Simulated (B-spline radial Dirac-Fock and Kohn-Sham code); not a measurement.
Tin in charge state +2 (Sn²⁺) in the configuration [Kr] 4d10 5s2, inside a Watson sphere of charge −2 and radius 3 Å that stands in for a crystal. The calculation used independent-particle rates on relativistic LDA orbitals of the hole state (multipoles to L = 3), energies from Dirac–Fock ΔSCF (a radial B-spline solver). Widths ruled by Coster–Kronig decay come out up to twice the measured ones in this model.

A figure with this caption is to be made: «X-ray emission lines that fill an L1 (2s) hole, broadened by a Gaussian of 110 eV full width, as by a silicon detector.» What will it show?

The strongest line is L1-M3 (Lβ3) at 3.7545 keV with 50.5 % of the photons, then L1-M2 (Lβ4) at 3.7120 keV (31 %), L1-N3 (Lγ3) at 4.3775 keV (10 %), L1-N2 (Lγ2) at 4.3699 keV (6.2 %), L1-M5 at 3.9867 keV (0.60 %). The hole has a width of 2.98 eV and a fluorescence yield of 0.0368.

Here it is:

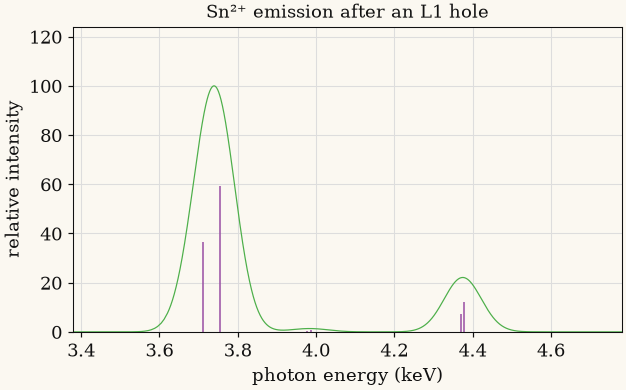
